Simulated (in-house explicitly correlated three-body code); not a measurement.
Two electrons around a point charge Z = 67 (Ho⁶⁵⁺). Computed variationally in 260 exponentially correlated functions with an in-house code, non-relativistic, converged to about 10⁻⁸ of the energy. Wanted, and plotted below: the bound S and P states that converged, by term and principal number n, on a logarithmic scale of binding.

The ground state is bound by 59.94 keV. The n = 2 states drawn run, from the deepest, 2 ³S (14.93 keV), 2 ³P (14.86 keV), 2 ¹S (14.85 keV), 2 ¹P (14.80 keV). Exchange puts 2 ³S below 2 ¹S by 78.2 eV and 2 ³P below 2 ¹P by 60.0 eV. Quantum defects n − (Z − 1)/√(2 E(binding)): 2 ³S 0.007, 2 ³P 0.003, 2 ¹S 0.002, 2 ¹P −0.001.

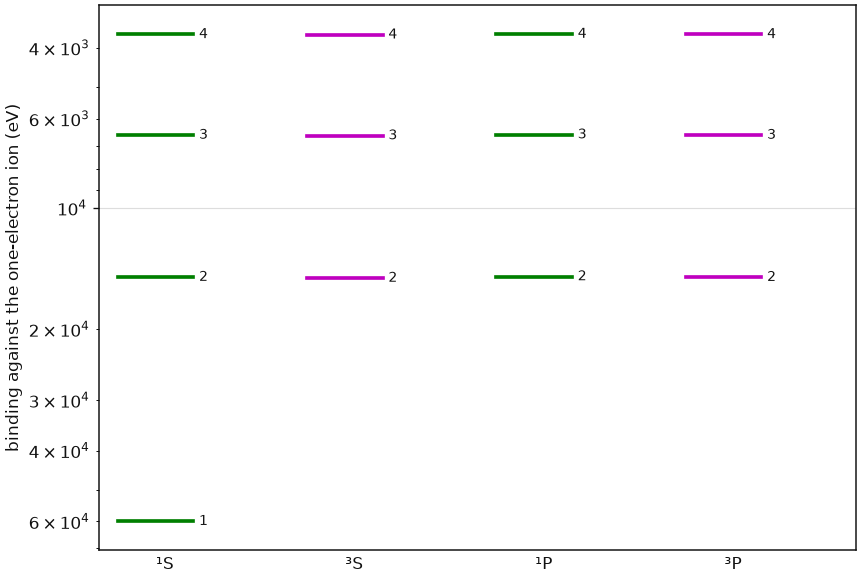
